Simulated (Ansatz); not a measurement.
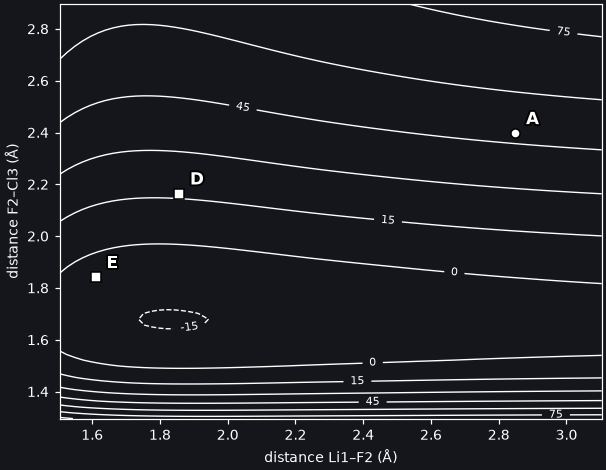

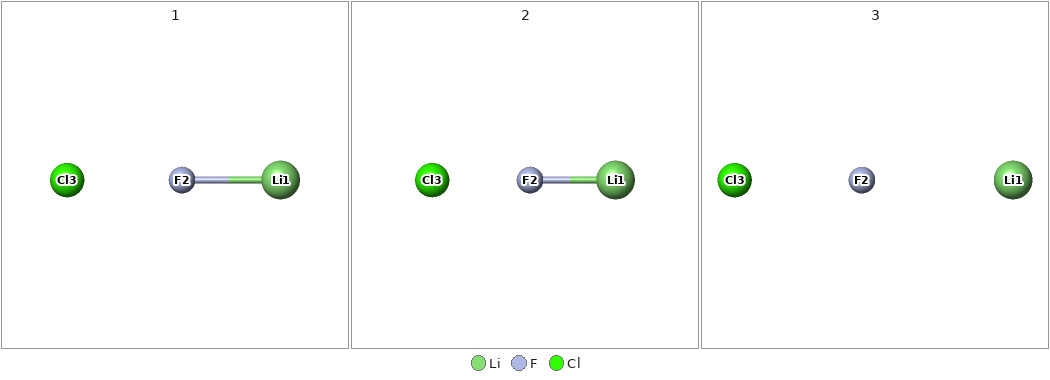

The system Li⁺ + FCl. Coordinates scanned: (1) distance Li1–F2; (2) distance F2–Cl3. Nothing is relaxed (the angle Li1–F2–Cl3 is fixed at 180 degrees). Grid: 17 × 17 points. Points are written as (first, second). Energies: kcal/mol, counted from Li with charge +1 far from the relaxed FCl (each part in its own basis). The reference is spin-restricted, so regions where a bond is pulled apart into radicals lie too high. All numbers below come from RKS PBE0-D4/def2-SVPD in Ansatz.

In the figure: contour lines labelled in kcal/mol, lettered points. Between grid points the surface is interpolated. The numbered pictures are the structures at these points, in random order.

**Which structure belongs to which point?**

A is structure 3: (2.849 Å, 2.397 Å), 48 kcal/mol; D is structure 1: (1.857 Å, 2.164 Å), 17 kcal/mol; E is structure 2: (1.611 Å, 1.842 Å), −7 kcal/mol.
